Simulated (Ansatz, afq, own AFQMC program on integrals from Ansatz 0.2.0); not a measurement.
# WCl (sextet): AFQMC on the coupled-cluster ladder, def2-TZVP

How near does AFQMC come to the top of the ladder for WCl (sextet)?

The runs use Ansatz 0.2.0, Gaussian basis, and an in-house AFQMC program (afq) on its integrals; all values are calculated; def2-TZVP, frozen cores.

To be run: PBE (unrestricted); r2SCAN (unrestricted); PBE0 (unrestricted); CCSD(T) on UHF; B3LYP (unrestricted); wB97M-V (unrestricted); B2PLYP (unrestricted); CCSDT(Q) on UHF; Phaseless AFQMC, CISD trial on UHF.

2 further runs of the same task are left out: 1 for a known fault of the program, 1 that didn't finish.

## (1) What is computed

The geometry is a PBE0/def2-TZVP stationary point (not a proven minimum) of the parent state, kept for this charge and spin. No spin-orbit coupling is included. Elements past krypton take def2 core potentials.

2 atoms, charge 0, spin multiplicity 6.

Atoms are counted from 1 here; the program's logs count them from 0.

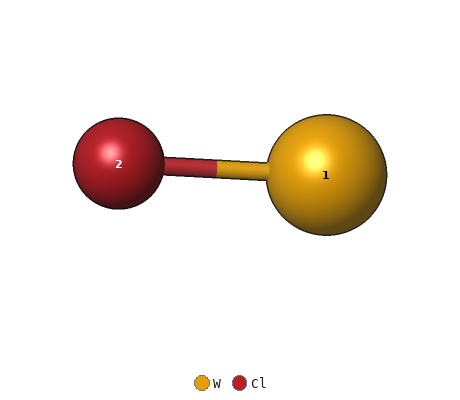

The geometry (tungsten amber, chlorine red); atoms are numbered from 1 in the order of the file.

## (2) PBE (unrestricted)

in.yaml

```yaml
crystal:
  periodic: [false, false, false]
  atoms:
    - {symbol: W, position_ang: [0.000000, 0.000000, 0.000000]}
    - {symbol: Cl, position_ang: [0.000000, 0.000000, 2.233000]}
basis:
  gaussian: {orbitals: def2-TZVP}
magnetization: {spin_polarized: true, initial_magnetization: 5}
hamiltonian: {xc: {name: PBE}}
output: {orbitals: {seedname: orbitals}}
```

Command:

```console
$ ansatz run in.yaml --threads 1 --pin off --events-out ev --progress --plain --max-ram 8192MiB --backend cpu
```

What it wrote:

```text
Functional definition: PBE
  name "PBE"
  cite "Perdew, Burke & Ernzerhof, Phys. Rev. Lett. 77, 3865 (1996) doi:10.1103/PhysRevLett.77.3865"
  parent pbe
  parameter kappa = 0.804
  parameter beta = 0.06672455060314922
  exchange = pbe_x(kappa = kappa, mu = beta*pi^2/3)
  correlation = pbe_c(beta = beta)
580 factors; their error is unknown
mean field evaluation 1: about -14340.3455 eV, gradient 1.9e1 eV
mean field evaluation 2: about -14335.3587 eV, gradient 3.6e1 eV
mean field evaluation 4: about -14342.5682 eV, gradient 4.3e0 eV
mean field evaluation 8: about -14342.6651 eV, gradient 3.4e-2 eV
mean field evaluation 16: about -14342.6601 eV, gradient 1.1e-5 eV
mean field evaluation 32: about -14342.5244 eV, gradient 1.7e0 eV
mean field -14342.66010347 eV, -527.0830369982 hartree, gradient 9.4e-6 eV, S^2 8.759815; 4 other end points of the search recorded, 0 dependent functions left out
reference -14342.66014069 eV, -527.0830383663 hartree; 18, 13 occupied and 59, 64 virtual orbitals, 580 factors
Total energy: -14342.66014069 eV, -527.0830383663 hartree
```

It took 3.8 s on 1 thread of AMD EPYC 7R13 (Zen 3), shared host; peak memory 1.6 GiB.

From the report: ⟨S²⟩ of the determinant 8.760 (pure sextet: 8.75).

## (3) r2SCAN (unrestricted)

Changes to in.yaml since step 2:

```diff
@@ -8,3 +8,2 @@
 magnetization: {spin_polarized: true, initial_magnetization: 5}
-hamiltonian: {xc: {name: PBE}}
-output: {orbitals: {seedname: orbitals}}
+hamiltonian: {xc: {name: r2SCAN}}
```

Launched as before.

What it wrote:

```text
Functional definition: r2SCAN
  name "r2SCAN"
  cite "Furness, Kaplan, Ning, Perdew & Sun, J. Phys. Chem. Lett. 11, 8208 (2020) doi:10.1021/acs.jpclett.0c02405"
  cite "Furness, Kaplan, Ning, Perdew & Sun, J. Phys. Chem. Lett. 11, 9248 (2020) doi:10.1021/acs.jpclett.0c03077"
  parent r2scan
  parameter k0 = 0.174
  parameter k1 = 0.065
  parameter a1 = 4.9479
  exchange = r2scan_x(k0 = k0, k1 = k1, a1 = a1)
  correlation = r2scan_c
580 factors; their error is unknown
mean field evaluation 1: about -14345.1648 eV, gradient 1.8e1 eV
mean field evaluation 2: about -14343.3463 eV, gradient 2.7e1 eV
mean field evaluation 4: about -14347.2226 eV, gradient 3.1e0 eV
mean field evaluation 8: about -14347.2722 eV, gradient 7.7e-2 eV
mean field evaluation 16: about -14345.8858 eV, gradient 5.6e0 eV
mean field -14347.27223425 eV, -527.2525296781 hartree, gradient 3.1e-5 eV, S^2 8.764620; 4 other end points of the search recorded, 0 dependent functions left out
reference -14347.27224852 eV, -527.2525302028 hartree; 18, 13 occupied and 59, 64 virtual orbitals, 580 factors
Total energy: -14347.27224852 eV, -527.2525302028 hartree
```

It took 9 s on 1 thread of AMD EPYC 7R13 (Zen 3), shared host; peak memory 1.6 GiB.

From the report: ⟨S²⟩ of the determinant 8.765 (pure sextet: 8.75).

## (4) PBE0 (unrestricted)

Changes to in.yaml since step 3:

```diff
@@ -8,2 +8,3 @@
 magnetization: {spin_polarized: true, initial_magnetization: 5}
-hamiltonian: {xc: {name: r2SCAN}}
+hamiltonian: {xc: {name: PBE0}}
+output: {orbitals: {seedname: orbitals}}
```

The command is unchanged.

What it wrote:

```text
Functional definition: PBE0
  name "PBE0"
  cite "Adamo & Barone, J. Chem. Phys. 110, 6158 (1999) doi:10.1063/1.478522"
  cite "Perdew, Burke & Ernzerhof, Phys. Rev. Lett. 77, 3865 (1996) doi:10.1103/PhysRevLett.77.3865"
  parent pbe
  parameter a = 0.25
  parameter kappa = 0.804
  parameter beta = 0.06672455060314922
  exchange = (1 - a)*pbe_x(kappa = kappa, mu = beta*pi^2/3) + a*exact_x
  correlation = pbe_c(beta = beta)
668 factors; their error is unknown
mean field evaluation 1: about -14341.1442 eV, gradient 1.4e1 eV
mean field evaluation 2: about -14341.3545 eV, gradient 1.6e1 eV
mean field evaluation 4: about -14342.5313 eV, gradient 1.8e0 eV
mean field evaluation 8: about -14342.5513 eV, gradient 2.4e-2 eV
mean field evaluation 16: about -14342.5975 eV, gradient 3.5e-5 eV
mean field -14342.59748784 eV, -527.0807359162 hartree, gradient 3.5e-5 eV, S^2 8.760810; 1 other end points of the search recorded, 0 dependent functions left out
reference -14342.59751575 eV, -527.0807369421 hartree; 18, 13 occupied and 59, 64 virtual orbitals, 668 factors
Total energy: -14342.59751575 eV, -527.0807369421 hartree
```

Wall time 2.5 s (1 thread of AMD EPYC 7R13 (Zen 3), shared host); peak memory 1.6 GiB.

From the report: ⟨S²⟩ of the determinant 8.761 (pure sextet: 8.75).

## (5) CCSD(T) on UHF

Changes to in.yaml since step 4:

```diff
@@ -8,3 +8,2 @@
 magnetization: {spin_polarized: true, initial_magnetization: 5}
-hamiltonian: {xc: {name: PBE0}}
-output: {orbitals: {seedname: orbitals}}
+correlation: {method: ccsd_t, electrons: outside_noble_gas, hamiltonian_folder: ham}
```

Command:

```console
$ ansatz run in.yaml --threads 1 --pin off --events-out ev --progress --plain --max-ram 24576MiB --backend cuda --devices 0, --max-vram 18GiB
```

What it wrote, cut to the lines that bear on the results:

```text
Functional definition: HF
  name "HF"
  cite "Fock, Z. Phys. 61, 126 (1930) doi:10.1007/BF01340294"
  parent pbe
[...]
587 factors; integrals over basis functions are off by at most 8.0e-4 eV
[...]
mean field -14311.46025060 eV, -525.9364635536 hartree, gradient 1.6e-6 eV, S^2 8.766856; 12 other end points of the search recorded, 0 dependent functions left out
determinant -14311.46025060 eV, -525.9364635536 hartree, with singles and doubles -14319.24417081 eV, -526.2225173451 hartree
determinant -14310.57932814 eV, -525.9040902501 hartree, with singles and doubles -14318.22916522 eV, -526.1852165774 hartree
determinant -14309.88710552 eV, -525.8786515380 hartree, with singles and doubles -14317.49318650 eV, -526.1581698586 hartree
determinant -14309.05957528 eV, -525.8482403627 hartree, with singles and doubles -14316.76729333 eV, -526.1314937764 hartree
determinant -14308.01157843 eV, -525.8097271888 hartree, with singles and doubles -14315.65044706 eV, -526.0904504332 hartree
9 core orbitals not correlated: weight in the atoms' cores, before any rotation towards them, 0.996 or more for the frozen orbitals, at most 0.002 for the correlated occupied ones
reference -14311.46025060 eV, -525.9364635536 hartree; 9, 4 occupied and 59, 64 virtual orbitals, 587 factors
second order -7.16116548 eV of doubles, -0.00000000 eV of singles
cycle   1  -7.75970900 eV  change   -2.1e-1 eV  update   1.9e-2
[...]
cycle  10  -7.77855357 eV  change    2.5e-6 eV  update   1.2e-5
perturbative correction -0.31107141 eV, -0.0114316634 hartree
Total energy: -14319.54987558 eV, -526.2337517880 hartree
```

Wall time 16 s (1 × NVIDIA H100 80GB HBM3 with 1 thread of AMD EPYC 7R13 (Zen 3), shared host); peak host memory 1.6 GiB.

From the report: ⟨S²⟩ of the determinant 8.767 (pure sextet: 8.75); correlation -8.0896 eV; T1 0.019; largest double amplitude 0.04.

This run also writes the integrals to the folder ham.

## (6) B3LYP (unrestricted)

Changes to in.yaml since step 5:

```diff
@@ -8,2 +8,2 @@
 magnetization: {spin_polarized: true, initial_magnetization: 5}
-correlation: {method: ccsd_t, electrons: outside_noble_gas, hamiltonian_folder: ham}
+hamiltonian: {xc: {name: B3LYP}}
```

Command:

```console
$ ansatz run in.yaml --threads 1 --pin off --events-out ev --progress --plain --max-ram 8192MiB --backend cpu
```

What it wrote, cut to the lines that bear on the results:

```text
Functional definition: B3LYP
  name "B3LYP"
  cite "Stephens, Devlin, Chabalowski & Frisch, J. Phys. Chem. 98, 11623 (1994) doi:10.1021/j100096a001"
  cite "Becke, Phys. Rev. A 38, 3098 (1988) doi:10.1103/PhysRevA.38.3098"
  cite "Lee, Yang & Parr, Phys. Rev. B 37, 785 (1988) doi:10.1103/PhysRevB.37.785"
  cite "Vosko, Wilk & Nusair, Can. J. Phys. 58, 1200 (1980) doi:10.1139/p80-159"
[...]
656 factors; their error is unknown
[...]
mean field -14347.66546542 eV, -527.2669806574 hartree, gradient 1.5e-5 eV, S^2 8.756498; 1 other end points of the search recorded, 0 dependent functions left out
reference -14347.66565407 eV, -527.2669875901 hartree; 18, 13 occupied and 59, 64 virtual orbitals, 656 factors
Total energy: -14347.66565407 eV, -527.2669875901 hartree
```

It took 2.5 s on 1 thread of AMD EPYC 7R13 (Zen 3), shared host; peak memory 1.6 GiB.

From the report: ⟨S²⟩ of the determinant 8.756 (pure sextet: 8.75).

## (7) wB97M-V (unrestricted)

Changes to in.yaml since step 6:

```diff
@@ -8,2 +8,3 @@
 magnetization: {spin_polarized: true, initial_magnetization: 5}
-hamiltonian: {xc: {name: B3LYP}}
+hamiltonian: {xc: {name: wB97M-V}}
+output: {orbitals: {seedname: orbitals}}
```

Same command.

What it wrote, cut to the lines that bear on the results:

```text
Functional definition: wB97M-V
  name "wB97M-V"
  cite "Mardirossian & Head-Gordon, J. Chem. Phys. 144, 214110 (2016) doi:10.1063/1.4952647"
  cite "Becke, J. Chem. Phys. 107, 8554 (1997) doi:10.1063/1.475007"
  cite "Vydrov & Van Voorhis, J. Chem. Phys. 133, 244103 (2010) doi:10.1063/1.3521275"
  # Of w^i u^j: cxij and so on, Table III.
[...]
  gx(w, u) = 1 - cx + cx01*u + cx10*w
  gss(w, u) = css00 + css04*u^4 + css10*w + css20*w^2 + css43*w^4*u^3
  gos(w, u) = cos00 + cos10*w + (cos20 + cos21*u)*w^2 + (cos60 + cos61*u)*w^6
[...]
      + integral(e_c_pw_mod_opposite_spin*gos(b97_w_opposite, b97_u_opposite)) + vv10(b, c)
631 factors; their error is unknown
114 factors; integrals over basis functions are off by at most 4.2e-5 eV
[...]
mean field -14343.65786102 eV, -527.1197039119 hartree, gradient 1.7e-5 eV, S^2 8.758414; 2 other end points of the search recorded, 0 dependent functions left out
reference -14343.65789628 eV, -527.1197052079 hartree; 18, 13 occupied and 59, 64 virtual orbitals, 631 factors
Total energy: -14343.65789628 eV, -527.1197052079 hartree
```

It took 14 s on 1 thread of AMD EPYC 7R13 (Zen 3), shared host; peak memory 1.6 GiB.

From the report: ⟨S²⟩ of the determinant 8.758 (pure sextet: 8.75).

## (8) B2PLYP (unrestricted)

Changes to in.yaml since step 7:

```diff
@@ -8,3 +8,3 @@
 magnetization: {spin_polarized: true, initial_magnetization: 5}
-hamiltonian: {xc: {name: wB97M-V}}
-output: {orbitals: {seedname: orbitals}}
+hamiltonian: {xc: {name: B2PLYP}}
+correlation: {electrons: outside_noble_gas}
```

Launched as before.

What it wrote, cut to the lines that bear on the results:

```text
Functional definition: B2PLYP
  name "B2PLYP"
  cite "Grimme, J. Chem. Phys. 124, 034108 (2006) doi:10.1063/1.2148954"
  cite "Becke, Phys. Rev. A 38, 3098 (1988) doi:10.1103/PhysRevA.38.3098"
  cite "Lee, Yang & Parr, Phys. Rev. B 37, 785 (1988) doi:10.1103/PhysRevB.37.785"
[...]
587 factors; integrals over basis functions are off by at most 8.0e-4 eV
[...]
mean field -14335.22844381 eV, -526.8099285431 hartree, gradient 6.8e-6 eV, S^2 8.759297; 2 other end points of the search recorded, 0 dependent functions left out
9 core orbitals not correlated: weight in the atoms' cores, before any rotation towards them, 0.998 or more for the frozen orbitals, at most 0.002 for the correlated occupied ones
reference -14335.22856231 eV, -526.8099328978 hartree; 9, 4 occupied and 59, 64 virtual orbitals, 587 factors
second order -8.93122468 eV of doubles, -0.00000000 eV of singles
Total energy: -14337.63999297 eV, -526.8985513402 hartree
```

It took 4.3 s on 1 thread of AMD EPYC 7R13 (Zen 3), shared host; peak memory 1.6 GiB.

From the report: ⟨S²⟩ of the determinant 8.759 (pure sextet: 8.75).

## (9) CCSDT(Q) on UHF

Changes to in.yaml since step 8:

```diff
@@ -8,3 +8,2 @@
 magnetization: {spin_polarized: true, initial_magnetization: 5}
-hamiltonian: {xc: {name: B2PLYP}}
-correlation: {electrons: outside_noble_gas}
+correlation: {method: ccsdt_q, electrons: outside_noble_gas}
```

Command:

```console
$ ansatz run in.yaml --threads 1 --pin off --events-out ev --progress --plain --max-ram 24576MiB --backend cuda --devices 0, --max-vram 18GiB
```

What it wrote, cut to the lines that bear on the results:

```text
Functional definition: HF
  name "HF"
  cite "Fock, Z. Phys. 61, 126 (1930) doi:10.1007/BF01340294"
  parent pbe
[...]
1019 factors; integrals over basis functions are off by at most 1.4e-7 eV
[...]
mean field -14311.46028140 eV, -525.9364646851 hartree, gradient 1.6e-6 eV, S^2 8.766856; 12 other end points of the search recorded, 0 dependent functions left out
determinant -14311.46028140 eV, -525.9364646851 hartree, with singles and doubles -14319.24420962 eV, -526.2225187713 hartree
determinant -14310.57935592 eV, -525.9040912711 hartree, with singles and doubles -14318.22920127 eV, -526.1852179023 hartree
determinant -14309.88712880 eV, -525.8786523936 hartree, with singles and doubles -14317.49321582 eV, -526.1581709358 hartree
determinant -14309.05960632 eV, -525.8482415034 hartree, with singles and doubles -14316.76733095 eV, -526.1314951589 hartree
determinant -14308.01160942 eV, -525.8097283277 hartree, with singles and doubles -14315.65048357 eV, -526.0904517748 hartree
9 core orbitals not correlated: weight in the atoms' cores, before any rotation towards them, 0.996 or more for the frozen orbitals, at most 0.002 for the correlated occupied ones
reference -14311.46028140 eV, -525.9364646851 hartree; 9, 4 occupied and 59, 64 virtual orbitals, 1019 factors
second order -7.16117648 eV of doubles, -0.00000000 eV of singles
cycle   1  -7.56283014 eV  change   -4.0e-1 eV  update   8.1e-2
[...]
cycle  18  -8.11002378 eV  change    8.3e-7 eV  update   7.3e-7
perturbative correction -0.01605904 eV, -0.0005901587 hartree
Total energy: -14319.58636421 eV, -526.2350927206 hartree
```

Wall time 24 s (1 × NVIDIA H100 80GB HBM3 with 1 thread of AMD EPYC 7R13 (Zen 3), shared host); peak host memory 1.6 GiB.

From the report: ⟨S²⟩ of the determinant 8.767 (pure sextet: 8.75); correlation -8.1261 eV; T1 0.020; largest double amplitude 0.04.

## (10) Phaseless AFQMC, CISD trial on UHF

It reads the integrals that the CCSD(T) run on this determinant wrote.

Command:

```console
$ afq ham --method phaseless --trial cisd --walkers 3200 --populations 20 --least-time 60 --time-step 0.005 --steps-per-block 50 --equilibration-blocks 40 --max-blocks 4000 --target-error 0.00021 --factor-cut 1e-05 --start spin_pure --seed 8561 --release-times 0.24,0.5,1,1.5 --release-step 0.02 --release-every 3 --taylor-order 6
```

What it wrote:

```text
orbitals 68  electrons 9 4  factors 519 of 587
reference energy -525.93646355 Eh
CCSD correlation -0.28585673 Eh in 14 cycles, weight of the determinant in the CISD state 0.8790
energy of the start -526.222093 Eh
 block  time / (1/Eh)  mean weight  energy / Eh
     1     0.250  0.9997  -526.218757
     2     0.500  0.9995  -526.222581
     3     0.750  0.9996  -526.226202
     4     1.000  0.9997  -526.229014
     5     1.250  1.0000  -526.230416
     6     1.500  0.9997  -526.231583
     7     1.750  1.0000  -526.231959
     8     2.000  1.0000  -526.232692
     9     2.250  0.9999  -526.233574
    10     2.500  0.9998  -526.233529
    11     2.750  1.0001  -526.233810
    13     3.250  1.0000  -526.233653
    15     3.750  0.9998  -526.235003
    17     4.250  1.0000  -526.233783
    19     4.750  0.9999  -526.234081
    21     5.250  1.0001  -526.234808
    23     5.750  1.0001  -526.234012
    25     6.250  1.0002  -526.234232
    27     6.750  1.0001  -526.234384
    29     7.250  0.9999  -526.234383
    31     7.750  0.9995  -526.235246
    33     8.250  0.9999  -526.234931
    35     8.750  0.9994  -526.235218
    37     9.250  1.0001  -526.235122
    39     9.750  1.0001  -526.234524
    41    10.250  1.0004  -526.234821
    43    10.750  1.0000  -526.234658
    45    11.250  0.9999  -526.234992
    47    11.750  0.9997  -526.235160
    49    12.250  1.0003  -526.234650
    51    12.750  1.0001  -526.234173
    53    13.250  1.0000  -526.235008
    55    13.750  1.0001  -526.235118
    57    14.250  0.9997  -526.235282
    59    14.750  0.9997  -526.233877
    61    15.250  0.9997  -526.234314
    63    15.750  0.9997  -526.233948
    65    16.250  1.0004  -526.233944
    67    16.750  1.0000  -526.234071
    69    17.250  1.0002  -526.233491
    71    17.750  1.0000  -526.235263
    73    18.250  1.0000  -526.233689
    75    18.750  1.0001  -526.234593
    77    19.250  1.0005  -526.233917
    79    19.750  0.9996  -526.234729
    81    20.250  0.9999  -526.233982
    83    20.750  0.9999  -526.234485
    85    21.250  0.9998  -526.234013
    87    21.750  1.0001  -526.234200
    89    22.250  1.0004  -526.234343
error from the spread of 20 populations
released: time / (1/Eh)  energy / Eh  error  mean overlap
  0.24  -526.233991  0.000541  1.0025
  0.50  -526.234765  0.000172  1.0013
  1.00  -526.235091  0.000107  0.9881
  1.50  -526.235148  0.000156  0.9875
energy -526.234362 +/- 0.000163 Eh
```

It took 2.9 min on 1 × NVIDIA H100 80GB HBM3 with 2 threads of AMD EPYC 7R13 (Zen 3), shared host; peak host memory 1.7 GiB.

Energy -14319.5665 ± 0.0044 eV. Caveats: constraint bias not in the error.

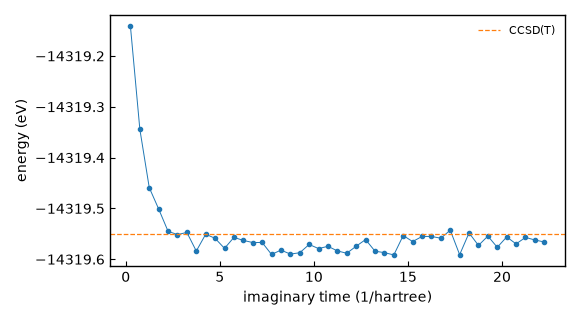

Block energies along the walk.

## (11) AFQMC on the ladder

On the UHF determinant, counted from CCSDT(Q) (a yardstick, not exact):

| level | energy (eV) | from CCSDT(Q) (kcal/mol) | statistical error (kcal/mol) | time |
| --- | --- | --- | --- | --- |
| HF | -14311.4603 | +187.39 |  |  |
| MP2 | -14318.6214 | +22.25 |  |  |
| CCSD | -14319.2388 | +8.01 |  |  |
| CCSD(T) | -14319.5499 | +0.84 |  |  |
| CCSDT(Q) | -14319.5864 | 0.00 |  |  |
| Phaseless AFQMC, CISD trial, step 0.005, 3200 walkers | -14319.5665 | +0.46 | 0.10 | 2.9 min |

The functionals' totals stand on their own zeros and serve differences with other points: PBE -14342.660 eV; r2SCAN -14347.272 eV; PBE0 -14342.598 eV; B3LYP -14347.666 eV; wB97M-V -14343.658 eV; B2PLYP -14337.640 eV.

## (12) What came out

| quantity | value |
| --- | --- |
| CCSD(T) on UHF from CCSDT(Q) | +0.84 kcal/mol |
| Phaseless AFQMC, CISD trial on UHF from CCSDT(Q) | +0.46 ± 0.10 kcal/mol |

What this shows: On UHF the phaseless walk with the CISD trial lies +0.46 kcal/mol from CCSDT(Q), 4 times its error bar. Error bars are statistical and leave out the constraint, the time step and what remains of the start. W carries a core potential, and spin-orbit coupling is left out.
